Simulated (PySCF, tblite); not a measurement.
# C2H8Si2 (triplet), a small gas-phase stand-in for a defect centre: EPR parameters

What EPR parameters should one expect for `[SiH3][C]C[SiH3]`? It is drawn as: twofold C.

Programs: tblite 0.8.0 and PySCF 2.14.0. All values are calculated, for the isolated system unless a continuum is named. Atoms count from 0, parts from 1.

### 1 Starting point

12 atoms, charge 0, multiplicity 3; geometry: distance geometry start.

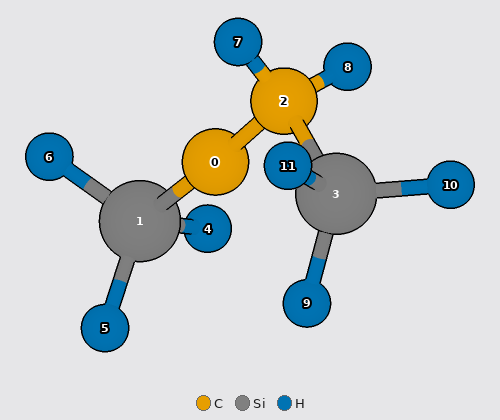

The starting geometry (carbon amber, silicon grey, hydrogen blue), atoms numbered.

### 2 Relaxing the cluster with GFN2-xTB

What the job is given:

```
{"job": {"kind": "relax", "xc": "GFN2-xTB", "basis": "xTB"}, "charge": 0, "multiplicity": 3}
C     -0.023187     0.116521     0.412110
Si     0.951192    -1.263518     1.151571
C     -0.960554     1.185879     0.039433
Si    -1.151038     1.225244    -1.791757
H      0.083111    -2.239602     1.662805
H      1.758437    -1.865143     0.135419
H      1.775999    -0.759166     2.162447
H     -0.584273     2.075988     0.367447
H     -1.870283     1.007845     0.480686
H     -0.458806     0.102307    -2.366133
H     -2.524544     1.165830    -2.133182
H     -0.572428     2.433882    -2.282573
```

Level: GFN2-xTB geometry optimisation, gas phase.

Started as:

```sh
OMP_NUM_THREADS=1 python cluster_run.py task.json out
```

This one command runs all jobs of the session in turn.

What it wrote:

```text
step      E/eV     max force
  0    -316.53802    3.408
  1    -316.92324    1.097
  2    -317.00173    0.541
  3    -317.02454    0.476
  4    -317.03766    0.288
  5    -317.04092    0.146
  6    -317.04296    0.125
  7    -317.04512    0.155
  8    -317.04735    0.212
  9    -317.04945    0.198
 10    -317.05084    0.121
 11    -317.05179    0.100
 12    -317.05280    0.100
 13    -317.05376    0.124
 14    -317.05445    0.103
 15    -317.05497    0.057
 16    -317.05555    0.076
 17    -317.05640    0.102
 18    -317.05759    0.135
 19    -317.05898    0.122
 20    -317.06031    0.102
 21    -317.06130    0.084
 22    -317.06195    0.068
 23    -317.06243    0.063
 24    -317.06296    0.066
 25    -317.06385    0.095
 26    -317.06543    0.128
 27    -317.06785    0.175
 28    -317.07073    0.170
 29    -317.07364    0.144
 30    -317.07629    0.154
 31    -317.07936    0.154
 32    -317.08408    0.173
 33    -317.08980    0.258
 34    -317.08403    0.474
 35    -317.09881    0.263
 36    -317.10191    0.159
 37    -317.10525    0.123
 38    -317.10665    0.119
 39    -317.10840    0.097
 40    -317.10971    0.070
 41    -317.11047    0.048
 42    -317.11077    0.047
 43    -317.11109    0.044
 44    -317.11174    0.054
 45    -317.11281    0.075
 46    -317.11404    0.072
 47    -317.11485    0.059
 48    -317.11524    0.062
 49    -317.11559    0.066
 50    -317.11631    0.071
 51    -317.11761    0.083
 52    -317.11940    0.104
 53    -317.12098    0.091
 54    -317.12210    0.079
 55    -317.12310    0.082
 56    -317.12480    0.103
 57    -317.12789    0.131
 58    -317.13222    0.149
 59    -317.13590    0.141
 60    -317.13684    0.195
 61    -317.14050    0.170
 62    -317.14294    0.118
 63    -317.14747    0.114
 64    -317.15091    0.099
 65    -317.15290    0.084
 66    -317.15395    0.059
 67    -317.15429    0.075
 68    -317.15485    0.053
 69    -317.15516    0.046
 70    -317.15566    0.048
 71    -317.15604    0.071
 72    -317.15646    0.051
 73    -317.15669    0.032
 74    -317.15680    0.027
 75    -317.15691    0.032
 76    -317.15709    0.043
 77    -317.15730    0.045
 78    -317.15747    0.029
 79    -317.15759    0.036
 80    -317.15769    0.042
 81    -317.15779    0.041
 82    -317.15791    0.031
 83    -317.15798    0.018
 84    -317.15802    0.021
 85    -317.15805    0.019
 86    -317.15812    0.021
 87    -317.15820    0.026
 88    -317.15830    0.029
 89    -317.15840    0.030
 90    -317.15849    0.026
 91    -317.15858    0.029
 92    -317.15868    0.022
 93    -317.15877    0.021
 94    -317.15886    0.025
 95    -317.15894    0.029
 96    -317.15905    0.039
 97    -317.15916    0.026
 98    -317.15926    0.017
 99    -317.15931    0.019
100    -317.15943    0.029
101    -317.15952    0.027
102    -317.15957    0.019
103    -317.15959    0.014
104    -317.15961    0.012
105    -317.15964    0.016
106    -317.15967    0.018
107    -317.15971    0.014
108    -317.15974    0.012
109    -317.15975    0.010
110    -317.15976    0.012
111    -317.15978    0.012
112    -317.15979    0.009
113    -317.15980    0.008
```

Run time: 2 s. Hardware: 1 thread of Arm Neoverse V1, shared host.

Along the way:

| step | energy from step 0 (eV) | largest force (eV/Å) |
| --- | --- | --- |
| 0 | 0.0000 | 3.4076 |
| 4 | -0.4996 | 0.2877 |
| 8 | -0.5093 | 0.2115 |
| 12 | -0.5148 | 0.1002 |
| 16 | -0.5175 | 0.0760 |
| 20 | -0.5223 | 0.1019 |
| 24 | -0.5249 | 0.0661 |
| 28 | -0.5327 | 0.1702 |
| 32 | -0.5461 | 0.1726 |
| 36 | -0.5639 | 0.1592 |
| 40 | -0.5717 | 0.0698 |
| 44 | -0.5737 | 0.0535 |
| 48 | -0.5772 | 0.0618 |
| 52 | -0.5814 | 0.1039 |
| 56 | -0.5868 | 0.1034 |
| 60 | -0.5988 | 0.1957 |
| 64 | -0.6129 | 0.0984 |
| 68 | -0.6168 | 0.0522 |
| 72 | -0.6184 | 0.0503 |
| 76 | -0.6191 | 0.0437 |
| 80 | -0.6197 | 0.0416 |
| 84 | -0.6200 | 0.0209 |
| 88 | -0.6203 | 0.0294 |
| 92 | -0.6207 | 0.0229 |
| 96 | -0.6210 | 0.0391 |
| 100 | -0.6214 | 0.0298 |
| 104 | -0.6216 | 0.0112 |
| 108 | -0.6217 | 0.0120 |
| 112 | -0.6218 | 0.0088 |
| 113 | -0.6218 | 0.0079 |

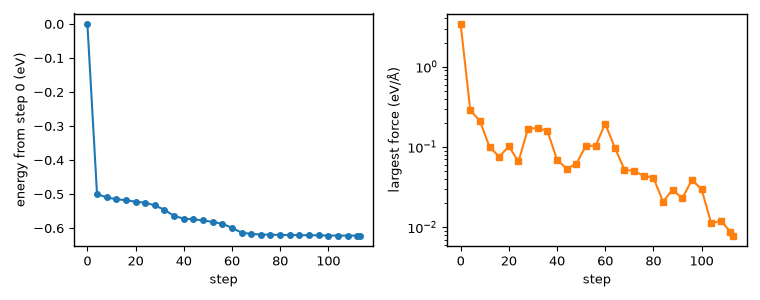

Energy and largest force along the relaxation.

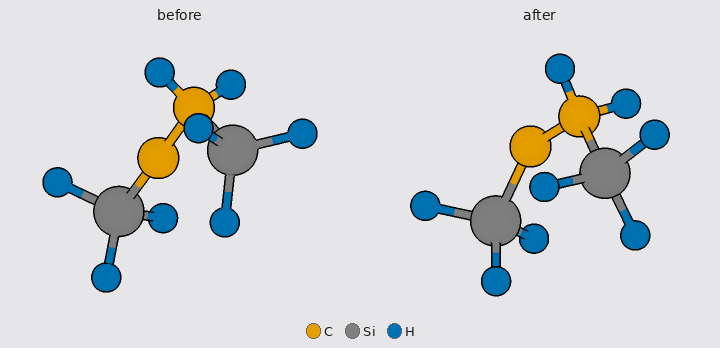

The geometry before (left) and after (right).

Distances of close pairs at the start and the end, largest changes first:

| bond | before (Å) | after (Å) | change (Å) |
| --- | --- | --- | --- |
| C2–Si3 | 1.841 | 1.942 | +0.100 |
| C2–H7 | 1.021 | 1.097 | +0.077 |
| C2–H8 | 1.027 | 1.099 | +0.072 |
| Si1–H4 | 1.403 | 1.475 | +0.072 |
| Si1–H6 | 1.399 | 1.468 | +0.069 |
| Si3–H10 | 1.417 | 1.465 | +0.049 |
| C0–C2 | 1.470 | 1.422 | -0.048 |
| Si1–H5 | 1.430 | 1.476 | +0.046 |

### 3 Optimising the geometry at PBE0-D3(BJ)/def2-SVP

What the job is given:

```
{"job": {"xc": "PBE0", "basis": "def2-SVP", "d3": "d3bj", "grid": 2, "kind": "geom", "shake": 0.01}, "charge": 0, "multiplicity": 3}
C      0.178254     0.098452     1.074671
Si     1.268761    -1.299234     1.168779
C     -0.873032     0.843247     0.369175
Si    -0.656453     0.768299    -1.558842
H      0.579216    -2.487782     1.696387
H      1.838422    -1.669459    -0.140002
H      2.381889    -0.944794     2.079583
H     -0.815419     1.912379     0.650884
H     -1.856604     0.480990     0.656087
H     -0.809620    -0.631298    -1.960101
H     -1.800804     1.558617    -2.093408
H      0.603880     1.342997    -1.926213
```

What it wrote:

```text
step   0  E = -659.29354286  max force = 0.028202
step   1  E = -659.29859139  max force = 0.007055
step   2  E = -659.29891419  max force = 0.002386
step   3  E = -659.29895159  max force = 0.000313
step   4  E = -659.29895584  max force = 0.000150
optimisation converged
```

Wall time 48 s (1 thread of Arm Neoverse V1, shared host); peak memory 0.55 GiB.

Relaxation path:

| step | energy from step 0 (eV) | largest force component (eV/Å) |
| --- | --- | --- |
| 0 | 0.0000 | 1.4502 |
| 1 | -0.1374 | 0.3628 |
| 2 | -0.1462 | 0.1227 |
| 3 | -0.1472 | 0.0161 |
| 4 | -0.1473 | 0.0077 |

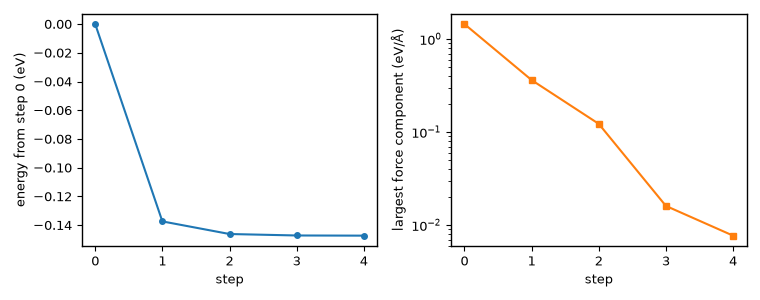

Energy and force, step by step.

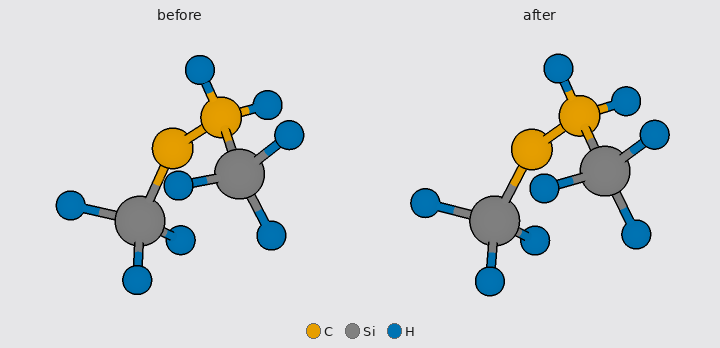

The geometry before (left) and after (right).

Close pairs (by a distance rule), those that changed most:

| bond | before (Å) | after (Å) | change (Å) |
| --- | --- | --- | --- |
| Si3–H11 | 1.433 | 1.493 | +0.060 |
| C0–Si1 | 1.775 | 1.816 | +0.040 |
| C2–Si3 | 1.942 | 1.908 | -0.033 |
| Si3–H9 | 1.464 | 1.493 | +0.029 |
| Si1–H4 | 1.472 | 1.500 | +0.028 |
| Si1–H5 | 1.475 | 1.501 | +0.027 |
| C2–H8 | 1.087 | 1.110 | +0.023 |
| C0–C2 | 1.469 | 1.450 | -0.019 |

The end geometry stands in the next job.

| at the end point | value |
| --- | --- |
| point group (found at 0.08 Å tolerance) | C1 |
| rotational constants (GHz, main isotopes) | 10.318, 1.784, 1.596 |
| dipole moment (D) | 1.14 |
| ⟨S²⟩ | 2.011 |

### 4 EPR parameters: B3LYP/IGLO-III+pcH-1

What the job is given:

```
{"job": {"kind": "epr"}, "charge": 0, "multiplicity": 3}
C      0.212198     0.093660     1.013498
Si     1.371185    -1.292719     1.190968
C     -0.847876     0.854863     0.381643
Si    -0.777980     0.723793    -1.521057
H      0.687072    -2.507923     1.742499
H      1.989473    -1.673886    -0.122992
H      2.469162    -0.909424     2.130514
H     -0.790196     1.930389     0.642672
H     -1.853062     0.514554     0.705352
H     -0.906314    -0.708538    -1.923817
H     -1.895770     1.510738    -2.128796
H      0.526970     1.256235    -2.013264
```

Method: UKS B3LYP, IGLO-III on C Si, pcH-1 on H, non-relativistic, mean-field spin-orbit, GIAO.

What it wrote:

```text
UKS, coarse grid
  cycle   1  E = -659.95136746  |g| = 2.30e-01
  cycle   2  E = -659.95345931  |g| = 2.16e-01
  cycle   3  E = -659.97552766  |g| = 5.57e-02
  cycle   4  E = -659.97740829  |g| = 1.26e-02
  cycle   5  E = -659.97751403  |g| = 5.56e-03
  cycle   6  E = -659.97753091  |g| = 2.07e-03
  cycle   7  E = -659.97753313  |g| = 7.04e-04
UKS, final grid
  cycle   1  E = -659.97753636  |g| = 7.87e-04
  cycle   2  E = -659.97753615  |g| = 1.01e-03
  cycle   3  E = -659.97753668  |g| = 8.29e-05
  cycle   4  E = -659.97753669  |g| = 1.60e-05
E = -659.97753669 Eh   <S^2> = 2.0093 (exact 2.0000)
g shifts (ppm)      1          2          3
  rmc          -132       -132       -132
  gc             26          4          1
  oz_so        -146        220        474
  total        -252         91        344
hyperfine (MHz)  atom isotope    a_iso     a_fc   dipolar eigenvalues
    0   13C     105.73     105.90    -71.53     32.10     39.44
    1  29Si      28.28      28.35     -2.75      0.71      2.04
    2   13C     -24.38     -24.39     -2.62     -0.78      3.40
    3  29Si     -67.33     -67.41    -10.10      4.54      5.56
    4    1H      51.36      51.36     -3.14     -2.13      5.27
    5    1H      54.30      54.30     -3.10     -2.05      5.16
    6    1H      30.21      30.21     -3.11     -2.66      5.78
    7    1H      72.71      72.71     -4.45     -4.00      8.45
    8    1H      79.97      79.97     -4.33     -3.32      7.65
    9    1H      -2.10      -2.10     -2.28     -1.52      3.80
   10    1H      15.08      15.07     -1.47     -0.99      2.46
   11    1H      -1.94      -1.94     -2.29     -1.53      3.82
zero-field splitting (cm-1)  D = 0.6109  E = 0.0084  (spin-spin 0.5868, spin-orbit 0.0246)
```

Run time: 61 s. Hardware: 1 thread of Arm Neoverse V1, shared host; peak memory 0.91 GiB.

Principal g values 2.00207, 2.00241, 2.00266; g(iso) = 2.00238, against 2.00232 for a free electron.

Hyperfine couplings, nucleus by nucleus at this fixed geometry (no averaging over rotations):

| nuclei | isotope | a(iso) (MHz) | a(iso) (G, at g = 2.0023) | largest dipolar term (MHz) |
| --- | --- | --- | --- | --- |
| C0 | 13C | 105.7 | 37.7 | -71.5 |
| H8 | 1H | 80.0 | 28.5 | 7.7 |
| H7 | 1H | 72.7 | 25.9 | 8.5 |
| Si3 | 29Si | -67.3 | -24.0 | -10.1 |
| H5 | 1H | 54.3 | 19.4 | 5.2 |
| H4 | 1H | 51.4 | 18.3 | 5.3 |
| H6 | 1H | 30.2 | 10.8 | 5.8 |
| Si1 | 29Si | 28.3 | 10.1 | -2.8 |
| C2 | 13C | -24.4 | -8.7 | 3.4 |
| H10 | 1H | 15.1 | 5.4 | 2.5 |
| H9 | 1H | -2.1 | -0.7 | 3.8 |
| H11 | 1H | -1.9 | -0.7 | 3.8 |

Zero-field splitting: D = 0.611 cm⁻¹ (spin-spin 0.587, spin-orbit 0.025), E = 0.008 cm⁻¹.

Mulliken spin populations:

| atom | value (e) |
| --- | --- |
| C0 | 1.77 |
| Si1 | -0.01 |
| C2 | -0.12 |
| Si3 | 0.07 |
| H4 | 0.05 |
| H5 | 0.06 |
| H6 | 0.03 |
| H7 | 0.06 |
| H8 | 0.07 |
| H9 | 0.00 |
| H10 | 0.02 |
| H11 | 0.00 |

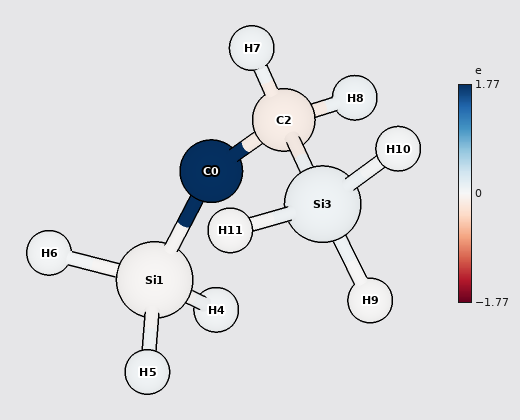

Mulliken spin populations, as colours on the atoms.

The fields below are evaluated on a grid from the run's orbitals.

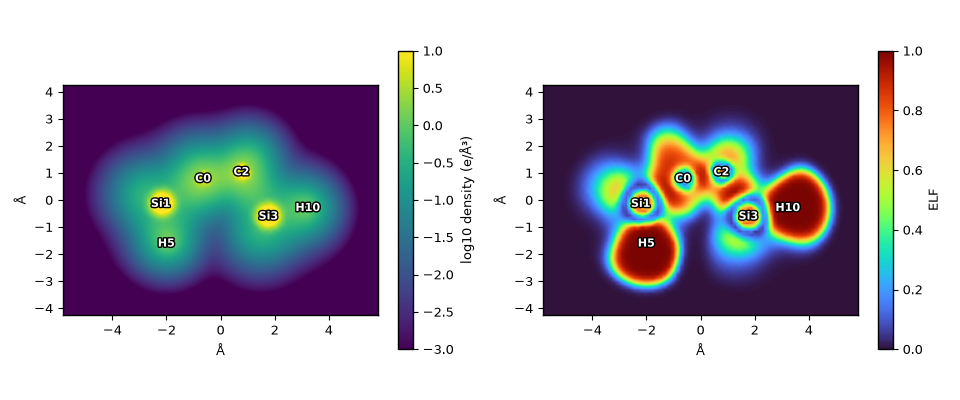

Density (left) and ELF (right) in a plane through or near 6 of the atoms.

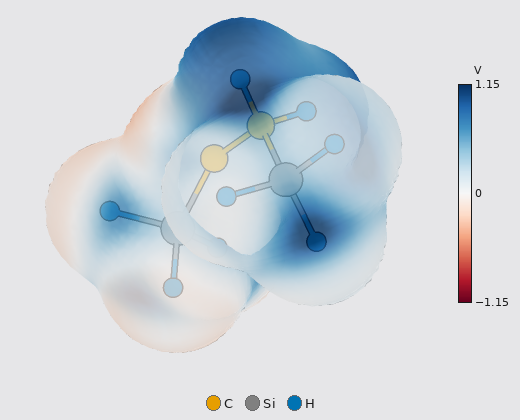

The potential that a unit positive charge feels on the 0.002 e/bohr³ surface, from -0.31 V near C0 to 1.15 V near H7.

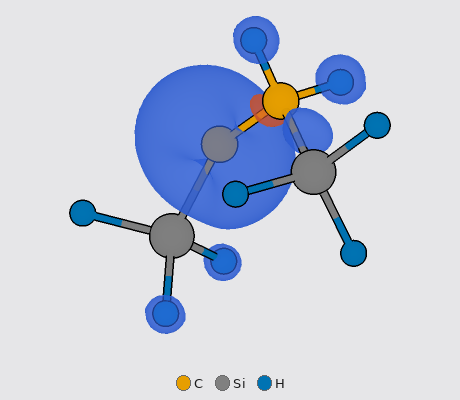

Spin density at ±0.05 e/Å³ (alpha excess blue, beta excess red).

### 5 g tensor and hyperfine couplings: BHandHLYP/IGLO-III+pcH-1

Settings changed since step 4:

```diff
@@ -1,2 +1,2 @@
-{"job": {"kind": "epr"}, "charge": 0, "multiplicity": 3}
+{"job": {"kind": "epr", "xc": "BHandHLYP"}, "charge": 0, "multiplicity": 3}
 C      0.212198     0.093660     1.013498
```

Level: UKS BHandHLYP, IGLO-III on C Si, pcH-1 on H, non-relativistic, mean-field spin-orbit, GIAO.

What it wrote:

```text
UKS, coarse grid
  cycle   1  E = -659.84232769  |g| = 1.88e-01
  cycle   2  E = -659.87020619  |g| = 7.72e-02
  cycle   3  E = -659.87360879  |g| = 3.58e-02
  cycle   4  E = -659.87462371  |g| = 1.20e-02
  cycle   5  E = -659.87476362  |g| = 4.02e-03
  cycle   6  E = -659.87478481  |g| = 1.03e-03
  cycle   7  E = -659.87478594  |g| = 3.35e-04
UKS, final grid
  cycle   1  E = -659.87478693  |g| = 2.06e-04
  cycle   2  E = -659.87478696  |g| = 1.55e-04
  cycle   3  E = -659.87478697  |g| = 4.20e-05
  cycle   4  E = -659.87478697  |g| = 1.81e-05
E = -659.87478697 Eh   <S^2> = 2.0135 (exact 2.0000)
g shifts (ppm)      1          2          3
  rmc          -131       -131       -131
  gc             26          1          2
  oz_so        -149        208        435
  total        -254         78        306
hyperfine (MHz)  atom isotope    a_iso     a_fc   dipolar eigenvalues
    0   13C     128.71     128.88    -72.39     32.98     39.41
    1  29Si      38.29      38.38     -2.99      0.49      2.50
    2   13C     -30.28     -30.29     -2.52     -0.85      3.37
    3  29Si     -65.36     -65.44     -9.69      4.24      5.44
    4    1H      47.83      47.83     -3.11     -2.22      5.33
    5    1H      51.59      51.59     -3.06     -2.13      5.19
    6    1H      26.93      26.93     -3.12     -2.77      5.90
    7    1H      72.54      72.54     -4.35     -4.18      8.53
    8    1H      80.12      80.12     -4.10     -3.58      7.68
    9    1H      -2.19      -2.19     -2.26     -1.59      3.85
   10    1H      14.04      14.04     -1.40     -0.97      2.37
   11    1H      -2.03      -2.03     -2.27     -1.60      3.87
zero-field splitting (cm-1)  D = 0.6465  E = 0.0094  (spin-spin 0.6223, spin-orbit 0.0246)
```

Run time: 64 s. Hardware: 1 thread of Arm Neoverse V1, shared host; peak memory 0.91 GiB.

In short: g(iso) 2.00236.

### 6 Comparing the runs: EPR parameters

g, ⟨S²⟩ and isotropic hyperfine couplings (MHz), with basis size and wall time:

| run | g(iso) | ⟨S²⟩ | 13C C0 | 1H H8 | 1H H7 | 29Si Si3 | 1H H5 | functions | time |
| --- | --- | --- | --- | --- | --- | --- | --- | --- | --- |
| B3LYP/IGLO-III+pcH-1 | 2.00238 | 2.009 | 105.7 | 80.0 | 72.7 | -67.3 | 54.3 | 238 | 61 s |
| BHandHLYP/IGLO-III+pcH-1 | 2.00236 | 2.014 | 128.7 | 80.1 | 72.5 | -65.4 | 51.6 | 238 | 64 s |

### 7 Outcome

| quantity | value |
| --- | --- |
| point group | C1 |
| rotational constants (main isotopes) | 10.32, 1.78, 1.60 GHz |
| D, E (B3LYP) | 0.611, 0.008 cm⁻¹ |
| g(iso) (B3LYP) | 2.00238 |
| ⟨S²⟩ | 2.009 (exact 2.00) |
| largest a(iso) | 13C on C0, 105.7 MHz |
| potential on the surface of density 0.002 e/bohr³, 1st and 99th percentile | -0.31 V and 1.15 V |

In words: The start of the PBE0/def2-SVP relaxation was shaken at random by about 0.01 Å, so part of the energy gained, and of the first lengths quoted, undoes that. The optimisation took 4 steps and gained 0.147 eV; among the close pairs (by a distance rule), Si3–H11 changed most, from 1.433 to 1.493 Å (PBE0/def2-SVP). No frequency check was run at this level, so the end point may be a saddle. C0 carries the largest spin population, 1.77 e. The isotropic g lies 0.1 ppt above the free-electron value. The coupling of 13C on C0 runs from 105.7 (B3LYP/IGLO-III+pcH-1) to 128.7 MHz (BHandHLYP/IGLO-III+pcH-1). The triplet was assumed; the singlet may lie lower. A capped cluster stands for the solid here, so long-range fields and strain are missing, and bands or shifts of the capping hydrogens have no counterpart in it.
